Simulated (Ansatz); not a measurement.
Ga₂Cu (space group P4/mmm)

```xyz
6
Lattice="5.5421 0.0000 0.0000 0.0000 2.7711 0.0000 0.0000 0.0000 5.6653" Properties=species:S:1:pos:R:3 pbc="T T T"
Ga     1.3855     1.3855     1.6050
Ga     4.1566     1.3855     1.6050
Ga     1.3855     1.3855     4.0603
Ga     4.1566     1.3855     4.0603
Cu     0.0000     0.0000     0.0000
Cu     2.7711     0.0000     0.0000
```

The atoms are displaced by Q × the pattern below (from a DFPT mode at X = (0.5, 0.0, 0.0), largest move 1; Q in Å), at fixed cell. (q is in reciprocal vectors of the primitive cell; the cell shown is doubled to hold the pattern.)

```
atom      x      y       z
----  -----  -----  ------
Ga1   0.000  0.000   1.000
Ga2   0.000  0.000  -1.000
Ga3   0.000  0.000   1.000
Ga4   0.000  0.000  -1.000
```

Atoms not listed stay in place.

Calculation: LDA (plane waves to 420 eV, PAW, scalar-relativistic; Ansatz, a program for electronic structure). k mesh 9×17×8 (Γ-centred), Fermi-Dirac smearing 0.05 eV. The energy includes the smearing's −TS. With partly filled bands, energies and forces of such displacements shift with the k mesh and the smearing. Ga2Cu is run without spin polarisation. Ga2Cu was relaxed with its symmetry unable to fall. The zero of ΔE is the undisplaced structure.

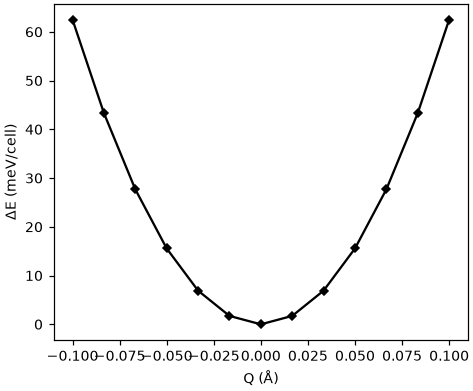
*ΔE (meV/cell) against Q (Å); one marker a computed point.*

Problem. What is the energy change at Q = 0.100 Å?

Solution. About 63 meV/cell.

Problem. What harmonic wavenumber does the curvature at Q = 0 give?

Solution. About 110 cm⁻¹.

(For displaced atoms, the force is minus the slope of the energy, and its curvature is a force constant, which sets phonon frequencies.)
